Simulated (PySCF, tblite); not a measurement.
# C3H4F3OS radical: geometry, infrared bands and EPR parameters

Wanted: the infrared bands and EPR parameters of C3H4F3OS radical (`CO[C@@H]([S])C(F)(F)F`), by calculation.

Computed with tblite 0.8.0 and PySCF 2.14.0, with density-fitted response routines of our own, on a single molecule in the gas phase. Atoms count from 0, in the outputs and in this text.

## (1) Starting geometry

12 atoms, charge 0, multiplicity 2; geometry from: force field or distance geometry start.

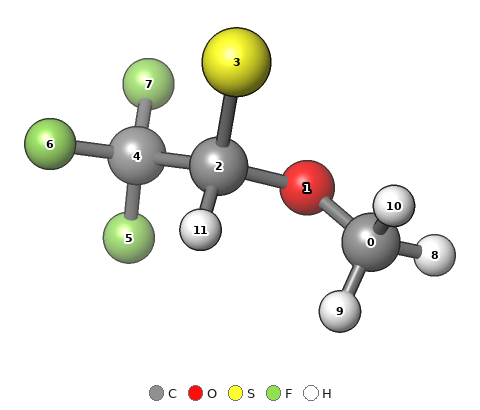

As it starts; carbon grey, oxygen red, sulfur yellow, fluorine green, hydrogen white, atoms numbered.

## (2) Geometry optimisation with GFN2-xTB

Job settings and geometry (Å):

```
{"job": {"kind": "relax", "xc": "GFN2-xTB", "basis": "xTB"}, "charge": 0, "multiplicity": 2}
C     -1.897900    -0.253400    -0.109600
O     -0.574000    -0.636300    -0.394900
C      0.414100     0.065800     0.419900
S      0.565600    -0.766700     2.058200
C      1.740300     0.187000    -0.375600
F      1.515300     0.842600    -1.565900
F      2.677400     0.933700     0.263100
F      2.316600    -0.992000    -0.702900
H     -2.563200    -0.820200    -0.769100
H     -2.050600     0.813500    -0.313100
H     -2.191900    -0.473700     0.922400
H      0.049400     1.099000     0.541600
```

On the command line:

```bash
OMP_NUM_THREADS=1 python probes_run.py task.json out
```

One launch serves the whole session: the jobs run in the order shown.

What it wrote:

```text
step      E/eV     max force
  0    -814.06739    1.786
  1    -814.18087    0.682
  2    -814.21585    0.497
  3    -814.23261    0.462
  4    -814.26263    0.288
  5    -814.26970    0.277
  6    -814.27883    0.218
  7    -814.28152    0.174
  8    -814.28486    0.124
  9    -814.28642    0.099
 10    -814.28766    0.095
 11    -814.28872    0.098
 12    -814.28996    0.105
 13    -814.29116    0.100
 14    -814.29228    0.108
 15    -814.29316    0.091
 16    -814.29382    0.078
 17    -814.29432    0.052
 18    -814.29477    0.062
 19    -814.29522    0.065
 20    -814.29566    0.062
 21    -814.29611    0.052
 22    -814.29660    0.076
 23    -814.29710    0.074
 24    -814.29755    0.061
 25    -814.29794    0.053
 26    -814.29833    0.059
 27    -814.29877    0.078
 28    -814.29926    0.078
 29    -814.29974    0.064
 30    -814.30015    0.066
 31    -814.30053    0.071
 32    -814.30091    0.064
 33    -814.30132    0.060
 34    -814.30175    0.064
 35    -814.30218    0.075
 36    -814.30264    0.072
 37    -814.30312    0.066
 38    -814.30367    0.083
 39    -814.30423    0.091
 40    -814.30468    0.069
 41    -814.30498    0.039
 42    -814.30518    0.044
 43    -814.30537    0.045
 44    -814.30554    0.041
 45    -814.30567    0.038
 46    -814.30579    0.036
 47    -814.30591    0.041
 48    -814.30604    0.044
 49    -814.30614    0.028
 50    -814.30620    0.022
 51    -814.30625    0.023
 52    -814.30632    0.038
 53    -814.30640    0.037
 54    -814.30646    0.021
 55    -814.30649    0.017
 56    -814.30652    0.015
 57    -814.30656    0.023
 58    -814.30659    0.019
 59    -814.30662    0.020
 60    -814.30666    0.021
 61    -814.30671    0.030
 62    -814.30679    0.046
 63    -814.30690    0.045
 64    -814.30699    0.024
 65    -814.30703    0.013
 66    -814.30704    0.010
```

It took 0.42 s on 1 thread of Intel Xeon Platinum 8375C at 2.90GHz, shared host.

The steps of the relaxation: (not every step is listed)

```csv
step,energy from step 0 (eV),largest force (eV/Å)
0,0.0000,1.7857
1,-0.1135,0.6822
2,-0.1485,0.4970
3,-0.1652,0.4623
4,-0.1952,0.2880
5,-0.2023,0.2766
6,-0.2114,0.2182
7,-0.2141,0.1736
8,-0.2175,0.1245
13,-0.2238,0.0998
18,-0.2274,0.0619
23,-0.2297,0.0737
28,-0.2319,0.0776
33,-0.2339,0.0597
38,-0.2363,0.0833
43,-0.2380,0.0450
48,-0.2387,0.0443
53,-0.2390,0.0372
58,-0.2392,0.0189
61,-0.2393,0.0304
62,-0.2394,0.0459
63,-0.2395,0.0455
64,-0.2396,0.0239
65,-0.2396,0.0127
66,-0.2396,0.0097
```

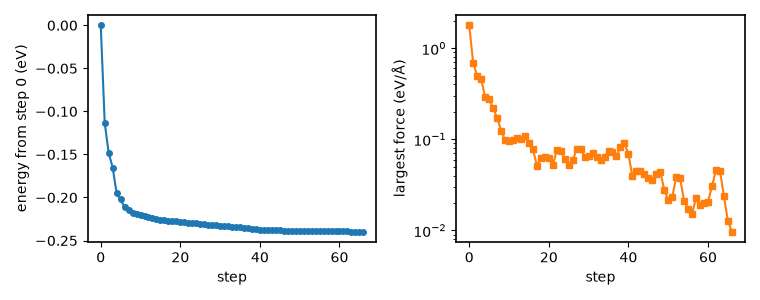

Energy and largest force along the relaxation.

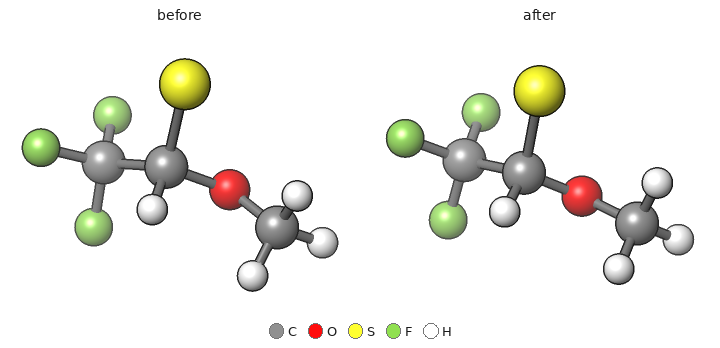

Before and after, at one scale.

Distances of close pairs at the start and the end, largest changes first:

```csv
bond,before (Å),after (Å),change (Å)
O1–C2,1.461,1.376,-0.084
C4–F5,1.377,1.338,-0.040
C4–F7,1.353,1.329,-0.024
C4–F6,1.358,1.338,-0.020
C2–C4,1.551,1.534,-0.017
C2–S3,1.844,1.827,-0.017
C0–H8,1.095,1.087,-0.008
C0–O1,1.407,1.415,+0.008
```

The next job starts from the end point, and lists it.

## (3) Infrared spectrum with GFN2-xTB

Job settings and geometry (Å):

```
{"job": {"kind": "ir", "xc": "GFN2-xTB", "basis": "xTB"}, "charge": 0, "multiplicity": 2}
C     -1.898755    -0.288103    -0.094312
O     -0.547366    -0.450449    -0.482198
C      0.360960     0.185020     0.333043
S      0.550406    -0.594655     1.974612
C      1.716093     0.161213    -0.386333
F      1.641583     0.803972    -1.557088
F      2.660626     0.781233     0.330029
F      2.147910    -1.070295    -0.636069
H     -2.483639    -0.836789    -0.827648
H     -2.181303     0.769477    -0.103722
H     -2.068492    -0.702897     0.903827
H      0.103173     1.241588     0.519832
```

What it wrote:

```text
mode    cm-1     km/mol
  1      47.7      0.35
  2      88.7      2.65
  3     141.8      1.66
  4     165.3      1.90
  5     180.8      0.87
  6     277.2      3.75
  7     325.4      5.78
  8     348.3      6.65
  9     409.7     10.93
 10     481.3     10.30
 11     509.8     13.42
 12     626.5     35.88
 13     713.3      1.80
 14     850.7     13.33
 15     993.9     55.38
 16    1057.4    203.76
 17    1077.3    144.98
 18    1114.3    302.79
 19    1122.8     19.46
 20    1147.0     42.48
 21    1175.3    160.92
 22    1187.1     35.69
 23    1262.9     36.03
 24    1393.3      3.96
 25    1452.4     14.49
 26    1465.2      4.68
 27    2832.2     13.96
 28    2939.7     29.18
 29    2951.9     19.71
 30    3049.6      2.23
```

It took 0.45 s on 1 thread of Intel Xeon Platinum 8375C at 2.90GHz, shared host.

The strongest bands and the atoms that carry them (share of the mass-weighted mode):

```csv
cm⁻¹,km/mol,atoms
626,35.9,"F6 28 %, F5 20 %, C4 16 %, C2 16 %"
994,55.4,"C2 28 %, C0 25 %, O1 21 %, H8 20 %"
1057,203.8,"C4 44 %, H11 26 %, F5 12 %"
1077,145.0,C4 62 %
1114,302.8,"O1 36 %, C4 25 %, C0 16 %, C2 11 %"
1147,42.5,"H8 23 %, H11 17 %, O1 14 %, C0 13 %"
1175,160.9,"C4 60 %, C2 12 %"
1263,36.0,"H11 66 %, C2 16 %"
```

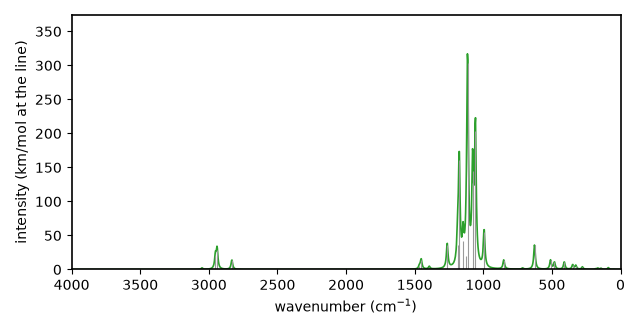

The infrared spectrum from these modes, unscaled. Lines are broadened to a width of 14 cm⁻¹ (Lorentzian).

## (4) EPR parameters: B3LYP/pcH-1

Settings changed since step 3:

```diff
@@ -1,2 +1,2 @@
-{"job": {"kind": "ir", "xc": "GFN2-xTB", "basis": "xTB"}, "charge": 0, "multiplicity": 2}
+{"job": {"kind": "epr", "basis": "pcH-1"}, "charge": 0, "multiplicity": 2}
 C     -1.898755    -0.288103    -0.094312
```

With the program's defaults for keys left out, this is: UKS B3LYP, pcH-1 on C F H O S, non-relativistic, mean-field spin-orbit, GIAO.

What it wrote:

```text
UKS, coarse grid
  cycle   1  E = -889.44907225  |g| = 7.76e-01
  cycle   2  E = -889.12573147  |g| = 1.30e+00
  cycle   3  E = -889.64472359  |g| = 5.70e-02
  cycle   4  E = -889.64537985  |g| = 4.67e-02
  cycle   5  E = -889.64616227  |g| = 1.12e-02
  cycle   6  E = -889.64623889  |g| = 4.25e-03
  cycle   7  E = -889.64627834  |g| = 2.33e-03
  cycle   8  E = -889.64632078  |g| = 2.11e-03
  cycle   9  E = -889.64637606  |g| = 1.84e-03
  cycle  10  E = -889.64652614  |g| = 1.47e-03
  cycle  11  E = -889.64658662  |g| = 1.20e-03
  cycle  12  E = -889.64659322  |g| = 8.20e-04
UKS, final grid
  cycle   1  E = -889.64668999  |g| = 8.27e-04
  cycle   2  E = -889.64669460  |g| = 1.03e-03
  cycle   3  E = -889.64669641  |g| = 6.03e-04
  cycle   4  E = -889.64671096  |g| = 5.16e-04
  cycle   5  E = -889.64672331  |g| = 2.75e-04
  cycle   6  E = -889.64672353  |g| = 1.70e-04
  cycle   7  E = -889.64672358  |g| = 1.26e-04
  cycle   8  E = -889.64672369  |g| = 2.86e-05
  cycle   9  E = -889.64672369  |g| = 1.28e-05
E = -889.64672369 Eh   <S^2> = 0.7528 (exact 0.7500)
g shifts (ppm)      1          2          3
  rmc          -224       -224       -224
  gc            -13         51         40
  oz_so        -130      19956     322693
  total        -354      19784     322525
hyperfine (MHz)  atom isotope    a_iso     a_fc   dipolar eigenvalues
    0   13C      -0.73      -0.73     -0.57     -0.37      0.94
    1   17O       2.32       2.32     -2.97      1.20      1.77
    2   13C     -16.25     -16.25     -2.26     -0.65      2.91
    3   33S      15.34      15.34    -90.40    -88.96    179.35
    4   13C      23.31      23.31     -2.32     -1.67      3.99
    5   19F      -1.76      -1.76     -2.82     -2.19      5.00
    6   19F      -1.80      -1.80     -4.78     -2.36      7.14
    7   19F       4.17       4.17     -7.93     -3.23     11.17
    8    1H       1.23       1.23     -1.10     -0.92      2.02
    9    1H      -0.10      -0.10     -1.47     -1.33      2.80
   10    1H       2.95       2.95     -2.85     -2.46      5.31
   11    1H      70.86      70.86     -5.77     -1.63      7.40
```

It took 55 s on 1 thread of Intel Xeon Platinum 8375C at 2.90GHz, shared host; peak memory 0.92 GiB.

Principal g values 2.00197, 2.02210, 2.32484; g(iso) = 2.11630, against 2.00232 for a free electron. They are not to be trusted: the run shows nearly degenerate orbitals, where second-order g theory doesn't apply.

Hyperfine couplings; where a row names several nuclei, a(iso) is their mean (it holds for fast rotation or exchange) and the dipolar term the largest among them:

```csv
nuclei,isotope,a(iso) (MHz),"a(iso) (G, at g = 2.0023)",largest dipolar term (MHz)
H11,1H,70.9,25.3,7.4
C4,13C,23.3,8.3,4.0
C2,13C,-16.2,-5.8,2.9
S3,33S,15.3,5.5,179.4
O1,17O,2.3,0.8,-3.0
"H8, H9, H10",1H,1.4,0.5,5.3
C0,13C,-0.7,-0.3,0.9
"F5, F6, F7",19F,0.2,0.1,11.2
```

Mulliken spin populations:

```csv
atom,value (e)
C0,0.00
O1,0.00
C2,-0.02
S3,0.98
C4,0.01
F5,0.00
F6,0.00
F7,0.00
H8,0.00
H9,0.00
H10,0.00
H11,0.03
```

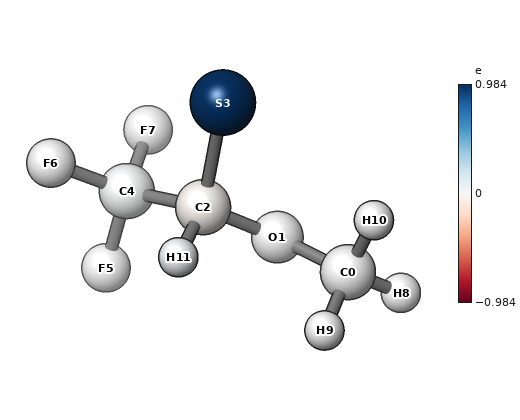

Mulliken spin populations, as colours on the atoms.

Orbitals, density, ELF and potential are computed afterwards from the orbital file.

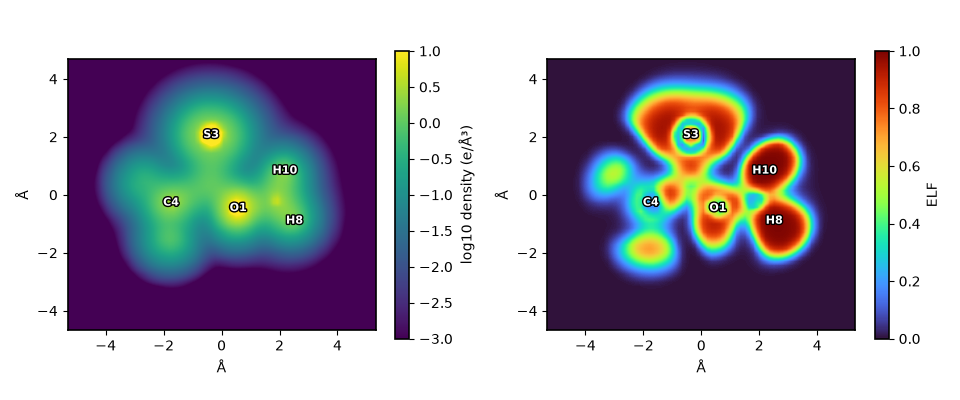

Density (left) and ELF (right) in a plane through or near 5 of the atoms.

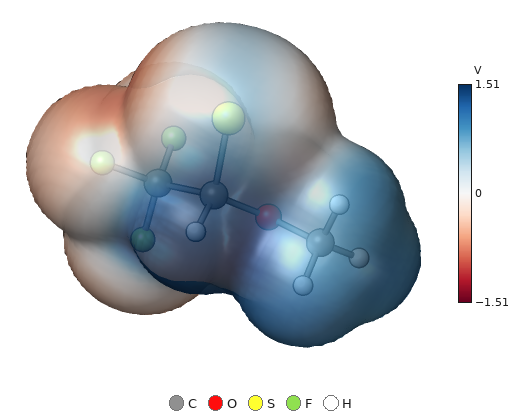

Electrostatic potential on the surface of density 0.002 e/bohr³; red is low, blue high. It runs from -0.97 V near O1 to 1.51 V near H11.

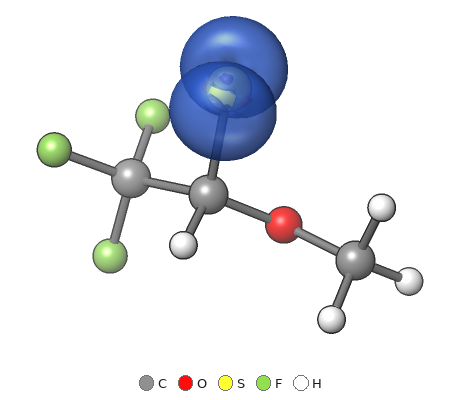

Spin density at ±0.09 e/Å³ (alpha excess blue, beta excess red).

## (5) Summary of results

```
                                                                  quantity                                            value
                                 strongest single infrared mode (GFN2-xTB)                            1114 cm⁻¹, 303 km/mol
                                              zero-point energy (GFN2-xTB)                                    44.9 kcal/mol
                                                            g(iso) (B3LYP)                                          2.11630
                                                                      ⟨S²⟩                               0.753 (exact 0.75)
                                        largest a(iso) (averaged by class)                              1H on H11, 70.9 MHz
potential on the surface of density 0.002 e/bohr³, 1st and 99th percentile                               -0.97 V and 1.51 V
                                             property runs in this session  1, of which 0 failed and 1 gave unsound results
```

The optimisation took 66 steps and gained 0.240 eV; among the close pairs (by a distance rule), O1–C2 changed most, from 1.461 to 1.376 Å. No mode is imaginary among the 30: a minimum at this level. The strongest single mode, at 1114 cm⁻¹, is carried by O1, C4, C0, C2. GFN2-xTB is a fitted tight-binding method: band positions and strengths are rough. Its intensities can rank the bands wrongly. Most of the unpaired spin sits on S3 (0.98 e). The isotropic g lies 114.0 ppt above the free-electron value. These values are not to be trusted: the run shows nearly degenerate orbitals, where second-order g theory doesn't apply. The conformer search found further structures of the same energy, which may be mirror or relabelled copies of this one.
